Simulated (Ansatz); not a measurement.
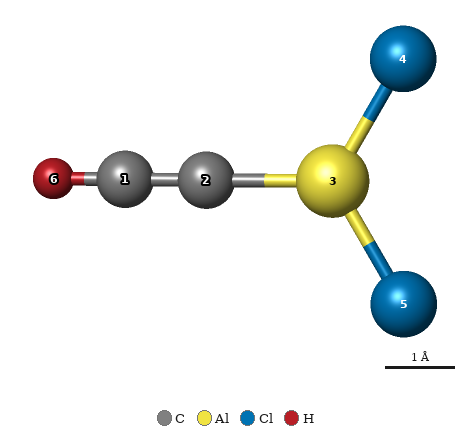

Figure 1. The structure (ball-and-stick view, seen at a tilt; atoms are numbered from 1 in the order of the input). Sticks mark near contacts.

**Run report: C2HAlCl2, single-point calculation**

The run: single-point calculation of C2HAlCl2, SMILES C#[C][Al]([Cl])[Cl]. Method and program: RKS r2SCAN0-D4/def2-TZVPP (Ansatz 0.2.0).

The geometry comes from this level: PBE0-D4/def2-TZVP.

Input:
```yaml
crystal:
  periodic: [false, false, false]
  atoms:
    - {symbol: C, position_ang: [1.376631, -0.077230, 1.335322]}
    - {symbol: C, position_ang: [0.515134, -0.032349, 0.488620]}
    - {symbol: Al, position_ang: [-0.826906, 0.030803, -0.825997]}
    - {symbol: Cl, position_ang: [-2.210246, -1.506750, -0.993796]}
    - {symbol: Cl, position_ang: [-0.949743, 1.637972, -2.132761]}
    - {symbol: H, position_ang: [2.137231, -0.116447, 2.082511]}
basis:
  gaussian: {orbitals: def2-TZVPP}
hamiltonian: {xc: {name: r2SCAN0}, dispersion: d4}
output: {orbitals: {seedname: orbitals}}
```

Launch command:
```bash
ansatz run in.yaml --threads 4 --pin off --events-out ev --progress --plain --max-ram 10444MiB
```

What the program printed:
```
Functional definition: r2SCAN0
  name "r2SCAN0"
  cite "Bursch, Neugebauer, Ehlert & Grimme, J. Chem. Phys. 156, 134105 (2022) doi:10.1063/5.0086040"
  cite "Furness, Kaplan, Ning, Perdew & Sun, J. Phys. Chem. Lett. 11, 8208 (2020) doi:10.1021/acs.jpclett.0c02405"
  cite "Furness, Kaplan, Ning, Perdew & Sun, J. Phys. Chem. Lett. 11, 9248 (2020) doi:10.1021/acs.jpclett.0c03077"
  parent r2scan
  parameter a = 0.25
  parameter k0 = 0.174
  parameter k1 = 0.065
  parameter a1 = 4.9479
  exchange = (1 - a)*r2scan_x(k0 = k0, k1 = k1, a1 = a1) + a*exact_x
  correlation = r2scan_c
1369 factors; their error is unknown
mean field evaluation 1: about -33727.7281 eV, gradient 4.4e1 eV
mean field evaluation 2: about -33727.3922 eV, gradient 4.4e1 eV
mean field evaluation 4: about -33732.3876 eV, gradient 3.1e0 eV
mean field evaluation 8: about -33732.4103 eV, gradient 1.5e-1 eV
mean field evaluation 16: about -33732.4910 eV, gradient 2.5e-4 eV
mean field -33732.49100722 eV, -1239.6461798118 hartree, gradient 4.3e-5 eV, S^2 0.000000; 0 other end points of the search recorded, 0 dependent functions left out
reference -33732.49101609 eV, -1239.6461801376 hartree; 30, 30 occupied and 172, 172 virtual orbitals, 1369 factors
Total energy: -33732.54049169 eV, -1239.6479983326 hartree
```

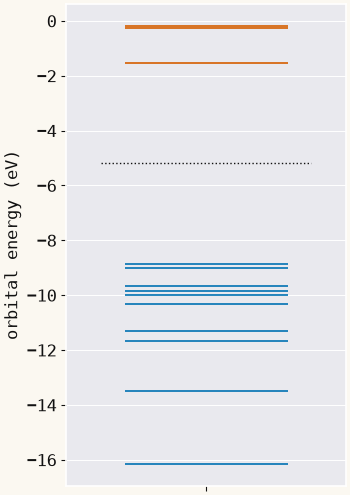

Figure 2. Orbital energies near the frontier; the dotted line parts filled from empty levels, and levels within 0.02 eV of each other stand side by side. Highest filled −8.85 eV, lowest empty −1.52 eV, 7.33 eV apart.

Results in brief:

```tsv
quantity	value
outcome	converged
total energy	−33732.5405 eV
mean-field energy	−33732.4910 eV
dispersion energy	−0.0495 eV
SCF solution under orbital rotations	stable
HOMO	−8.85 eV
LUMO	−1.52 eV
hardware	4 threads of Arm Neoverse V2, 23 GiB of memory available, shared host
wall time	3 s (CPU time 11 s)
peak memory	0.51 GiB
```
